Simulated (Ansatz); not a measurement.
**U-r2SCAN0/cc-pVDZ run of SiH2SeCl (SMILES Cl[SiH][SeH])**

What is the vertical doublet–quartet gap of SiH2SeCl at U-r2SCAN0/cc-pVDZ? 

Program for the calculation: Ansatz 0.2.0.

69 further runs of the same task are left out: 69 set aside as unsound or not needed. Runs told in other sessions of the task aren't counted.

**1. The structure to begin with**

The species is SiH2SeCl (5 atoms), meant as a doublet with charge 0. As SMILES, `Cl[SiH][SeH]`. Geometry: relaxed at PBE0-D4/def2-TZVP. This is one conformer, not always the lowest.

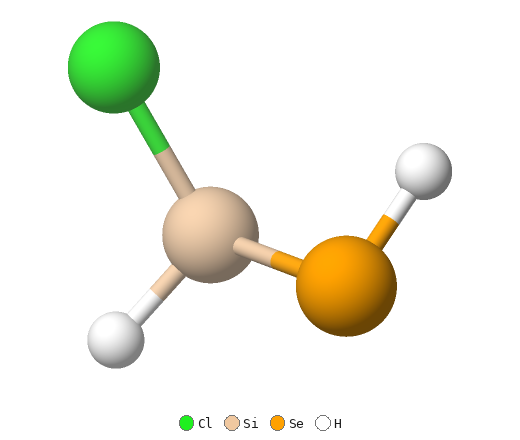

The structure, seen from a chosen angle (chlorine green, silicon light orange, selenium orange, hydrogen white).

**2. The energy at U-r2SCAN0/cc-pVDZ**

run.yaml reads:

```yaml
crystal:
  periodic: [false, false, false]
  atoms:
    - {symbol: Cl, position_ang: [-2.098500, -0.286100, 0.143900]}
    - {symbol: Si, position_ang: [-0.121800, -0.761200, -0.193900]}
    - {symbol: Se, position_ang: [1.300800, 0.972900, 0.128200]}
    - {symbol: H, position_ang: [0.283800, -1.778100, 0.815900]}
    - {symbol: H, position_ang: [0.685700, 1.778800, -0.935500]}
basis:
  gaussian:
    orbitals: cc-pVDZ
magnetization:
  spin_polarized: true
  initial_magnetization: 1
hamiltonian:
  xc: {name: r2SCAN0}
accuracy: high
output: {orbitals: {seedname: orbitals}}
```

Command:

```
$ ansatz run run.yaml --threads 1 --pin off --max-ram 2610MiB --events-out events.jsonl --progress --plain --runs-dir runs
```

The program printed:

```text
Warning: RAYON_NUM_THREADS=1 ignored (pool sized by the plan → 1); use --threads N
Functional definition: r2SCAN0
  name "r2SCAN0"
  parameter a = 0.25
  parameter k0 = 0.174
  parameter k1 = 0.065
  parameter a1 = 4.9479
  exchange = (1 - a)*r2scan_x(k0 = k0, k1 = k1, a1 = a1) + a*exact_x
  correlation = r2scan_c
1586 factors; integrals over basis functions are off by at most 4.6e-9 eV
mean field evaluation 1: about -85779.8896 eV, gradient 7.0e0 eV
mean field evaluation 2: about -85780.1031 eV, gradient 5.4e0 eV
mean field evaluation 4: about -85780.2778 eV, gradient 4.4e-1 eV
mean field evaluation 8: about -85780.3825 eV, gradient 6.0e-2 eV
mean field evaluation 16: about -85780.3826 eV, gradient 9.5e-5 eV
mean field -85780.38259291 eV, -3152.3709162576 hartree, gradient 2.7e-8 eV, S^2 0.753941; 0 other end points of the search recorded, 0 dependent functions left out
reference -85780.38259423 eV, -3152.3709163063 hartree; 34, 33 occupied and 39, 40 virtual orbitals, 1586 factors
Total energy: -85780.38259423 eV, -3152.3709163063 hartree
```

Wall time 15 s (1 thread of Intel Xeon 6975P-C (Granite Rapids), shared host); peak memory 0.52 GiB.

**3. The quartet at the same level**

in.yaml reads:

```yaml
crystal:
  periodic: [false, false, false]
  atoms:
    - symbol: Cl
      position_ang: [-2.098500, -0.286100, 0.143900]
    - symbol: Si
      position_ang: [-0.121800, -0.761200, -0.193900]
    - symbol: Se
      position_ang: [1.300800, 0.972900, 0.128200]
    - symbol: H
      position_ang: [0.283800, -1.778100, 0.815900]
    - symbol: H
      position_ang: [0.685700, 1.778800, -0.935500]
basis:
  gaussian:
    orbitals: cc-pVDZ
magnetization:
  spin_polarized: true
  initial_magnetization: 3
hamiltonian:
  xc: {name: r2SCAN0}
accuracy: high
output: {orbitals: {seedname: orbitals}}
```

Command:

```
$ ansatz run in.yaml --threads 1 --pin off --max-ram 2610MiB --events-out events.jsonl --progress --plain --runs-dir runs
```

The program printed:

```text
Warning: RAYON_NUM_THREADS=1 ignored (pool sized by the plan → 1); use --threads N
Functional definition: r2SCAN0
  name "r2SCAN0"
  parameter a = 0.25
  parameter k0 = 0.174
  parameter k1 = 0.065
  parameter a1 = 4.9479
  exchange = (1 - a)*r2scan_x(k0 = k0, k1 = k1, a1 = a1) + a*exact_x
  correlation = r2scan_c
1587 factors; integrals over basis functions are off by at most 4.6e-9 eV
mean field evaluation 1: about -85773.7855 eV, gradient 1.0e1 eV
mean field evaluation 2: about -85772.3252 eV, gradient 1.7e1 eV
mean field evaluation 4: about -85774.8168 eV, gradient 1.0e0 eV
mean field evaluation 8: about -85774.9735 eV, gradient 3.7e-1 eV
mean field evaluation 16: about -85774.9841 eV, gradient 3.4e-2 eV
mean field evaluation 32: about -85774.9843 eV, gradient 1.0e-5 eV
mean field -85774.98428222 eV, -3152.1725319991 hartree, gradient 9.2e-8 eV, S^2 3.760479; 4 other end points of the search recorded, 0 dependent functions left out
reference -85774.98428359 eV, -3152.1725320496 hartree; 35, 32 occupied and 38, 41 virtual orbitals, 1587 factors
Total energy: -85774.98428359 eV, -3152.1725320496 hartree
```

It took 26 s on 1 thread of Intel Xeon 6975P-C (Granite Rapids), shared host; peak memory 0.52 GiB.

**4. Outcome**

Level: U-r2SCAN0/cc-pVDZ.

```
                                        quantity           value
                           doublet: total energy  -3152.37092 Eh
     doublet: HOMO energy (highest over α and β)        -6.57 eV
      doublet: LUMO energy (lowest over α and β)        -2.71 eV
                                   doublet: ⟨S²⟩           0.754
                           quartet: total energy  -3152.17253 Eh
     quartet: HOMO energy (highest over α and β)        -2.50 eV
                                   quartet: ⟨S²⟩           3.760
vertical energy of the quartet above the doublet        5.398 eV
```

In words: At this shape the quartet lies 5.40 eV (124 kcal/mol) above the doublet.
